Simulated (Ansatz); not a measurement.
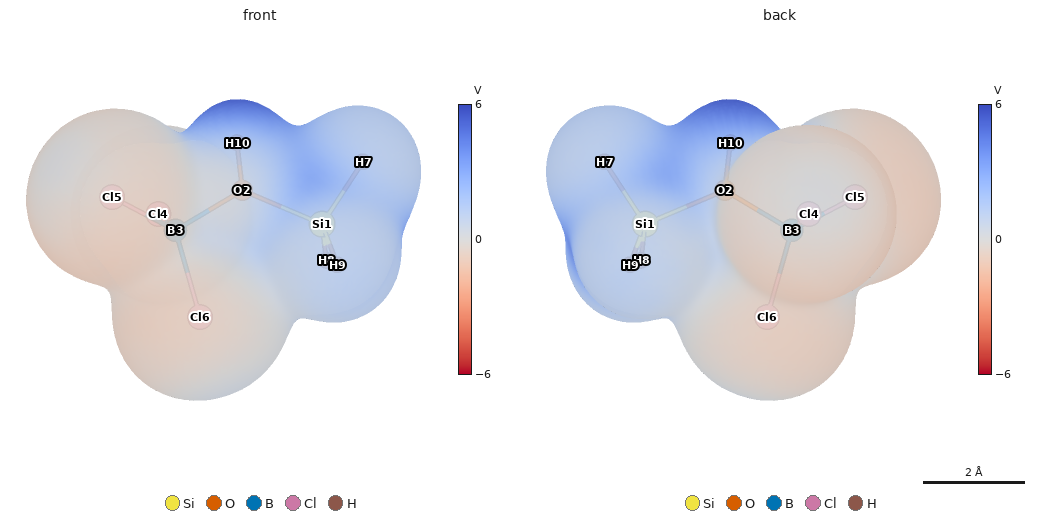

Figure 1: BCl₃H₄OSi. The molecular electrostatic potential painted on the density surface at 0.004 e/bohr³, seen from the front and from behind; red is negative and blue positive.

Geometry: PBE0-D4/def2-TZVP.

The calculation used RKS PBE0-D4/def2-TZVPP in Ansatz.

```yaml
atoms:
  - { symbol: Si, position_ang: [0.2480, -1.0289, 1.0590] }
  - { symbol: O, position_ang: [0.6156, 0.0478, -0.2475] }
  - { symbol: B, position_ang: [-0.4373, 1.0637, -0.8698] }
  - { symbol: Cl, position_ang: [-1.2883, 0.1527, -2.1936] }
  - { symbol: Cl, position_ang: [0.5332, 2.4671, -1.4642] }
  - { symbol: Cl, position_ang: [-1.5090, 1.4261, 0.5647] }
  - { symbol: H, position_ang: [1.3445, -2.0146, 0.9037] }
  - { symbol: H, position_ang: [-1.0678, -1.6455, 0.8297] }
  - { symbol: H, position_ang: [0.3754, -0.2864, 2.3218] }
  - { symbol: H, position_ang: [1.2687, -0.2334, -0.9007] }
```

Which sites attract a positive test charge, and which a negative one?

Answer. A positive charge is drawn to the negative regions and a negative charge to the positive ones. The most negative region (about −0.9 V) lies over Cl4 and Cl5, the most positive (about +5.0 V) over H10. Cl4 shows a σ-hole: about +0.2 V at the tip opposite its bond, against about −0.6 V on its flanks. Cl5 shows a σ-hole: about +0.2 V at the tip opposite its bond, against about −0.6 V on its flanks. Cl6 shows a σ-hole: about +0.3 V at the tip opposite its bond, against about −0.3 V on its flanks.
